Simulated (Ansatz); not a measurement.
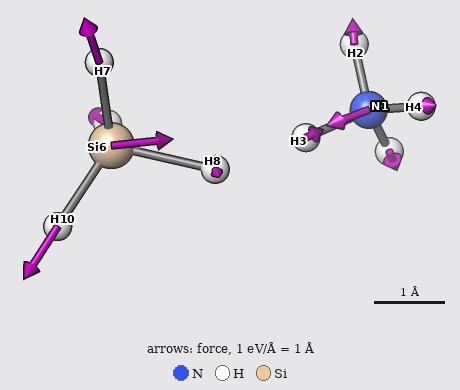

Starting geometry of SiNH8 (charge +1) (coarse preliminary run) with the computed forces as purple arrows. The picture is a ball-and-stick view, seen from a free direction.

Computed with RKS PBE-D4/def2-SVP (Ansatz 0.2.0).

The input:
```yaml
crystal:
  periodic: [false, false, false]
  atoms:
    - {symbol: N, position_ang: [-0.116700, 0.060500, -1.865000]}
    - {symbol: H, position_ang: [0.271800, -0.887600, -1.933600]}
    - {symbol: H, position_ang: [-0.274000, 0.287800, -0.819100]}
    - {symbol: H, position_ang: [-1.006900, 0.109600, -2.377300]}
    - {symbol: H, position_ang: [0.553300, 0.723500, -2.271200]}
    - {symbol: Si, position_ang: [0.134100, -0.074800, 1.949800]}
    - {symbol: H, position_ang: [-0.611500, -1.306500, 2.149400]}
    - {symbol: H, position_ang: [-0.464600, 0.500400, 0.656100]}
    - {symbol: H, position_ang: [1.509200, -0.339700, 1.528600]}
    - {symbol: H, position_ang: [0.005200, 0.926800, 2.982200]}
basis:
  gaussian: {orbitals: def2-SVP}
total_charge: 1
hamiltonian: {xc: pbe, dispersion: d4}
relax: {f_tol: 0.03, max_steps: 250}
```

Command:
```bash
ansatz run in.yaml --threads 2 --pin off --events-out ev --progress --plain --max-ram 5222MiB
```

### What follows when this structure is relaxed?

It isn't relaxed: the largest force vector, on H10, is 0.96 eV/Å. The final displacements have little in common with the starting forces (cosine between the two patterns −0.04). H9 moves most after the best rigid fit: 0.79 Å. Largest moves by element: H 0.79 Å, N 0.17 Å, Si 0.14 Å. Near-neighbour distances that change, for instance: Si6–H10 1.444 → 1.496 Å, Si6–H7 1.454 → 1.496 Å, Si6–H9 1.462 → 1.495 Å, N1–H3 1.082 → 1.069 Å. Among the angles between lasting bonds that change: H8–Si6–H9 101.0° → 105.5°, H7–Si6–H10 116.3° → 113.2°, H8–Si6–H10 107.9° → 105.5°. Over 16 accepted moves (17 points after the start) the energy falls by 9.62 kJ/mol. Largest force component: 0.92 eV/Å at the start, 0.0076 eV/Å at the end. The line search rejected the trial step at point 6 of the run.
